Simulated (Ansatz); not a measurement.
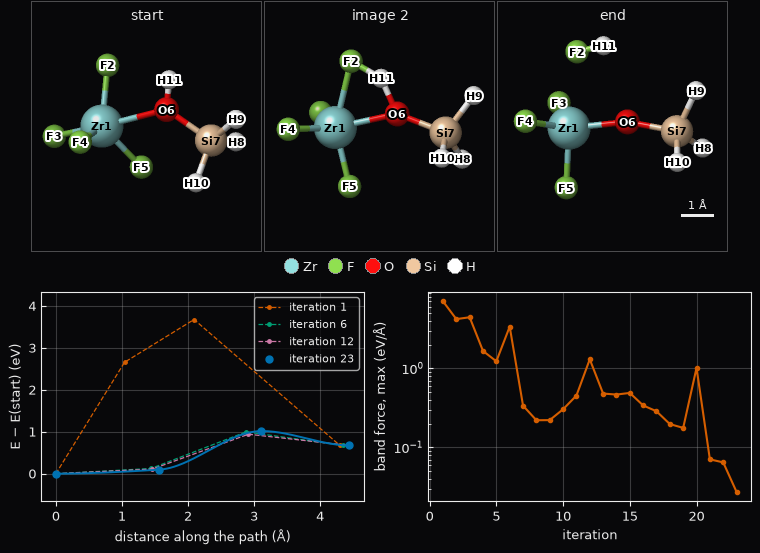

A nudged-elastic-band calculation for ZrSiH4OF4. Images are numbered from 0 (start) to 3 (end). The plot follows the band through its iterations. A ball-and-stick model, seen at a tilt.

Level of theory: Ansatz, RHF/def2-SVP. Set-up: 2 movable images; climbing image; force threshold 0.05 eV/Å; iteration limit 60; starting path through a guess of the saddle point.

Did the band converge, and can the barrier be trusted?

The run is converged, with reservations. The band converged in 23 iterations. The largest component of the band force went from 7 to 0.027 eV/Å. The climbing image converged on the top of the path. Its curvatures weren't checked. So few images resolve the path coarsely. The first iteration put the highest image at 3.68 eV. The highest point, image 2, lies 1.02 eV above the start and 0.34 eV above the end; the end is at +0.68 eV relative to the start.

Limits of the set-up: Hartree-Fock leaves out electron correlation.
